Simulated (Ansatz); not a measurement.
## Electronic structure of Cl3FSi···H2···H2O in real space

Input

```
crystal:
  periodic: [false, false, false]
  atoms:
    - {symbol: Si, position_ang: [-1.002488, -0.346213, 1.402032]}
    - {symbol: H, position_ang: [1.031508, -1.474056, -2.789786]}
    - {symbol: Cl, position_ang: [-2.151260, 0.143833, -0.180562]}
    - {symbol: Cl, position_ang: [-2.186439, -0.951182, 2.923316]}
    - {symbol: Cl, position_ang: [0.320629, -1.787713, 0.951385]}
    - {symbol: H, position_ang: [1.397777, 1.606110, 0.030919]}
    - {symbol: F, position_ang: [-0.234611, 0.940310, 1.903236]}
    - {symbol: H, position_ang: [1.138689, -0.965620, -2.252068]}
    - {symbol: O, position_ang: [1.107262, 1.109222, -0.737817]}
    - {symbol: H, position_ang: [0.578933, 1.725409, -1.250555]}
basis:
  gaussian: {orbitals: def2-TZVPP}
hamiltonian: {xc: pbe0, dispersion: d4}
output: {orbitals: {seedname: orbitals}}
```

Run with:

```sh
ansatz run in.yaml --threads 8 --pin off --events-out ev --progress --plain --max-ram 19148MiB
```

The product side of a reaction path; geometry: PBE0-D4/def2-TZVP; a saddle point, not a minimum.

These are results of RKS PBE0-D4/def2-TZVPP (Ansatz 0.2.0), not measurements.

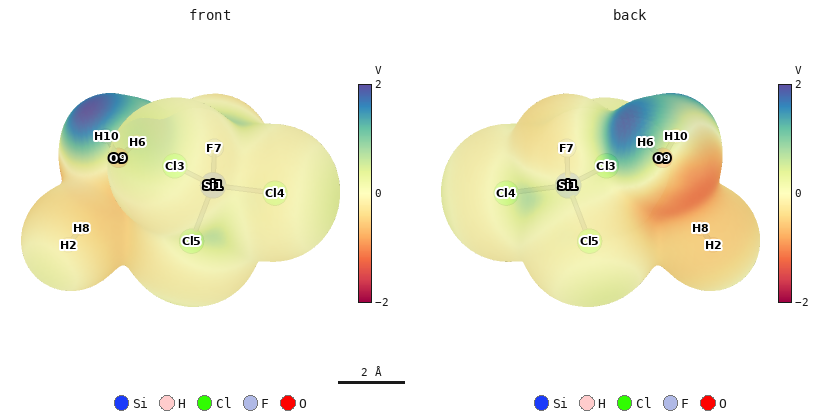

Figure 1. The electrostatic potential painted on the density surface at 0.001 e/bohr³, seen from the front and from behind; the colour scale runs from red (negative) to blue (positive).

Q: Describe the electrostatic potential map.

A: The most negative region (about −1.1 V, or −25 kcal/mol for a unit charge) lies over O9, the most positive (about +1.9 V, or +44 kcal/mol for a unit charge) over H6 and H10. Cl3 shows a σ-hole: about +0.4 V, or +9 kcal/mol for a unit charge at the tip opposite its bond, against about 0.0 V on its flanks. Cl4 shows a σ-hole: about +0.3 V, or +7 kcal/mol for a unit charge at the tip opposite its bond, against about −0.1 V on its flanks. Cl5 shows a σ-hole: about +0.3 V at the tip opposite its bond, against about −0.2 V on its flanks. O9 is the likeliest acceptor of a hydrogen bond.

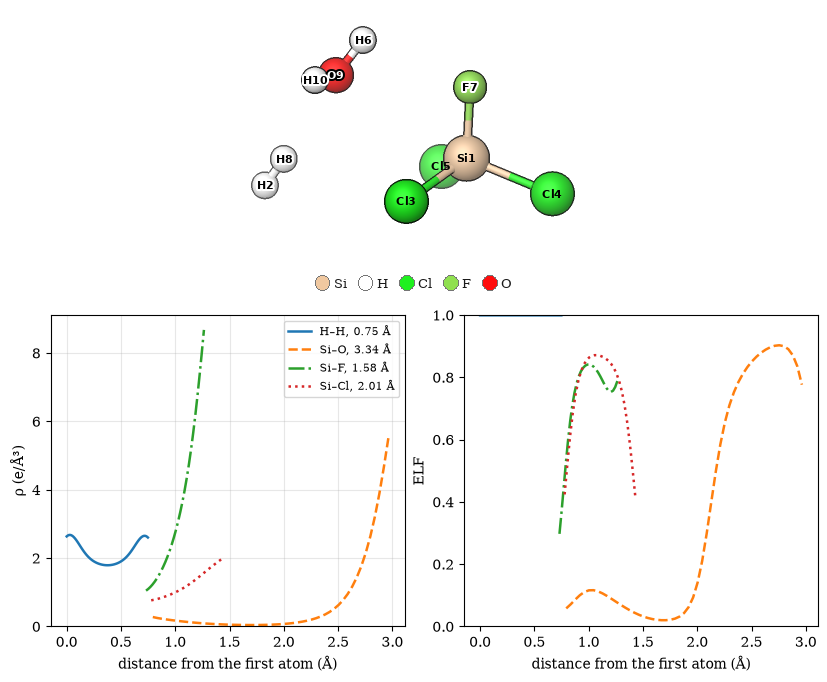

Figure 2. Total electron density and ELF along straight lines between neighbouring atoms. The curves leave out the atomic cores. The structure is drawn too.

Q: Compare the contacts.

A: H–H (0.75 Å): ρ is about 1.8 e/Å³ halfway; the ELF peaks at about 1 between the atoms.
Si1···O9 (3.34 Å): the density falls to about 0.04 e/Å³ on the way; the ELF dips to about 0 between them (a weak contact between the two molecules).
Si–F (1.58 Å): ρ at the midpoint is about 1.2 e/Å³; the ELF peaks at about 0.85 in the valence shell of F, 0.6 Å from its nucleus, and is about 0.55 at the midpoint.
Si–Cl (2.01 Å): the density is about 1 e/Å³ at the midpoint; the ELF peaks at about 0.85 between the atoms, as expected for a polar covalent bond.

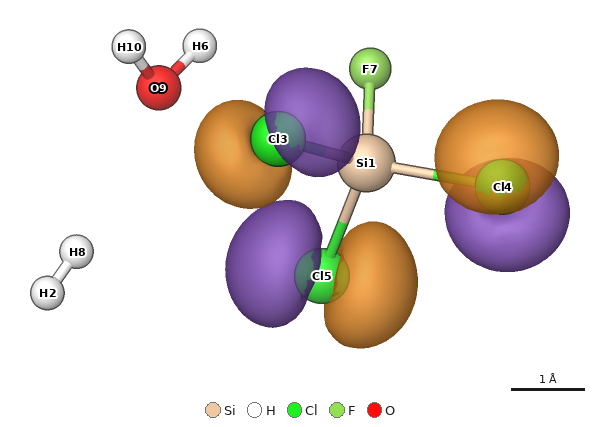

Figure 3. The HOMO−1 at ±0.15 Å⁻³ᐟ² (orange and purple are the two phases), seen at a tilt.

Q: Describe this orbital and give its energy.

A: By Hirshfeld shares it lies mainly on Cl5 (about 35 %), Cl4 (about 35 %) and Cl3 (about 25 %); largely a combination of lone pairs on Cl5, Cl4 and Cl3. Its energy is −9.43 eV.
